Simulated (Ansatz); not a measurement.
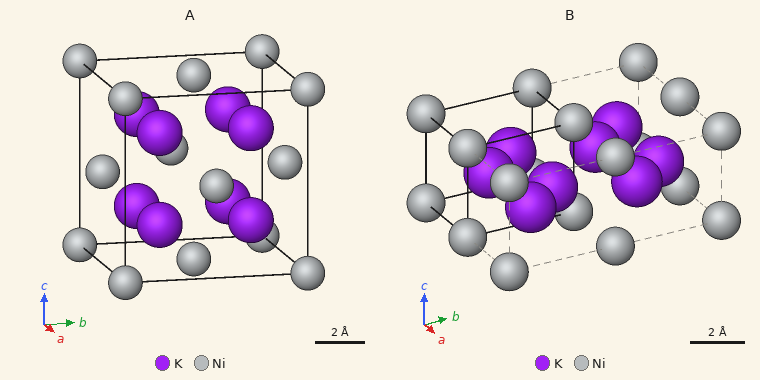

Two structures of K$_{2}$Ni, each relaxed to rest (conventional cells in solid outline, small ones repeated, not to one scale). Method: Ansatz, DFT PBE, scalar-relativistic, plane waves, PAW, without spin polarisation (spin-restricted runs, not always the ground states).

### Identify the two structures.

A: antifluorite, Fm-3m. B: AlB₂ type, P6/mmm.

### A or B: which is lower in energy?

A is lower, by 93 meV/atom at this level of theory (energies at zero smearing). Volumes: A 39.9, B 31.5 Å³/atom.

One or both may be structure types tried for this composition rather than known phases.
